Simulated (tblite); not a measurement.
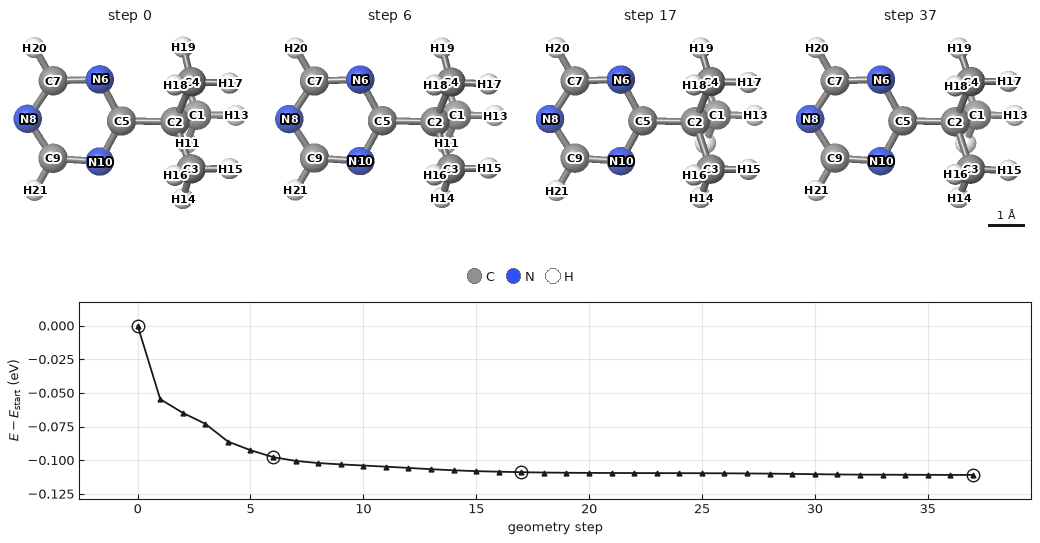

Frames of a relaxation of C₇H₁₁N₃, marked on the history of the run. The picture is a ball-and-stick view, seen face on.

Theory: GFN2-xTB geometry optimisation, gas phase (tblite 0.8.0). 

> What happens along the run?

After 37 geometry steps the energy has fallen by 0.111 eV. The largest move after the best rigid fit is that of an H atom, 0.12 Å. Largest moves by element: H 0.12 Å, N 0.07 Å, C 0.06 Å. Some distances before and after: C–C 1.534 → 1.504 Å, C–N 1.341 → 1.317 Å, C–H 1.110 → 1.087 Å, C–C 1.542 → 1.529 Å. Bond angles that change, for instance: C–C–H 112.8° → 110.4°, H–C–H 107.1° → 109.1°. Cost: 0.21 s on 1 thread of Intel(R) Xeon(R) 6975P-C (shared host). From step 0 to 6: N and H atoms move most (0.05 Å), energy −0.098 eV. From step 6 to 17: an H atom moves most (0.04 Å), energy −0.011 eV. From step 17 to 37: an H atom moves most (0.06 Å), energy −0.002 eV.

```json
{"step": "0", "E − E(0), eV": "0.0000"}
{"step": "1", "E − E(0), eV": "-0.0546"}
{"step": "2", "E − E(0), eV": "-0.0648"}
{"step": "3", "E − E(0), eV": "-0.0729"}
{"step": "4", "E − E(0), eV": "-0.0861"}
{"step": "5", "E − E(0), eV": "-0.0925"}
{"step": "6", "E − E(0), eV": "-0.0977"}
{"step": "7", "E − E(0), eV": "-0.1005"}
{"step": "8", "E − E(0), eV": "-0.1021"}
{"step": "9", "E − E(0), eV": "-0.1031"}
{"step": "10", "E − E(0), eV": "-0.1039"}
{"step": "11", "E − E(0), eV": "-0.1048"}
{"step": "13", "E − E(0), eV": "-0.1067"}
{"step": "14", "E − E(0), eV": "-0.1075"}
{"step": "16", "E − E(0), eV": "-0.1085"}
{"step": "17", "E − E(0), eV": "-0.1089"}
{"step": "19", "E − E(0), eV": "-0.1093"}
{"step": "20", "E − E(0), eV": "-0.1094"}
{"step": "21", "E − E(0), eV": "-0.1095"}
{"step": "23", "E − E(0), eV": "-0.1096"}
{"step": "24", "E − E(0), eV": "-0.1096"}
{"step": "26", "E − E(0), eV": "-0.1097"}
{"step": "27", "E − E(0), eV": "-0.1098"}
{"step": "28", "E − E(0), eV": "-0.1100"}
{"step": "30", "E − E(0), eV": "-0.1104"}
{"step": "31", "E − E(0), eV": "-0.1106"}
{"step": "33", "E − E(0), eV": "-0.1108"}
{"step": "34", "E − E(0), eV": "-0.1108"}
{"step": "36", "E − E(0), eV": "-0.1109"}
{"step": "37", "E − E(0), eV": "-0.1109"}
```
